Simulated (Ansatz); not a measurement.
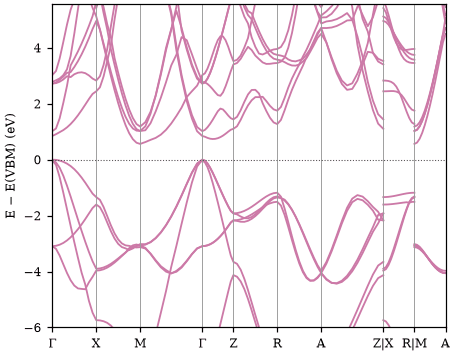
Fig. 1. Band structure from r²SCAN (plane waves, PAW; program Ansatz)

### Question
Read off the gap and where the band edges lie.

### Answer
About 0.6 eV (0.56 eV by a search for the band edges); maximum at Γ, minimum at M.

The material is Si3Ge in space group P-4m2 (No. 115; Si on 2g, Si on 1a, Ge on 1c).

The start of the workflow was typed in or built on a structure type; neither database checked (COD, Materials Project) lists it. Whether it is the stable phase at ambient conditions was not checked. Symmetry was held in the r²SCAN relaxation; its stability against distortions is not shown here. Scalar-relativistic: spin–orbit coupling is off unless named, which matters more the heavier the elements.

Potentials: the earlier of the program's two PAW sets.
